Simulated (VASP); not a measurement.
Band structure of PbO₂ (rutile). Computed with PBE GGA with D3 dispersion (Becke-Johnson damping), VASP's PBE PAW potentials (set 64) (plane waves; VASP).

Unless said otherwise, spin-orbit coupling is left out, though it shifts the bands of the heavy elements here.

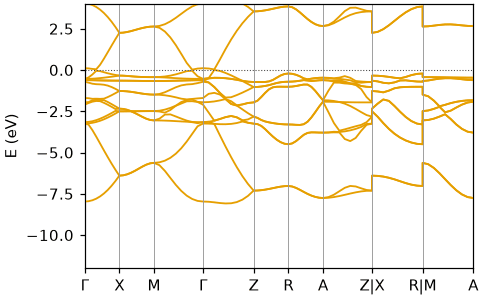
Fig. 1. Bands along high-symmetry lines, zero at the valence-band maximum or, without a gap, the Fermi level

Question: Read the plot: is there a gap, and where are the band edges?

Answer: The gap is indirect, 0.02 eV, from the valence maximum at Γ-Z at 0.22 to the conduction minimum at M-Γ at 0.78. (Edges off the drawn lines would not show.)

The compound is PbO2 in the rutile structure. It was relaxed first.
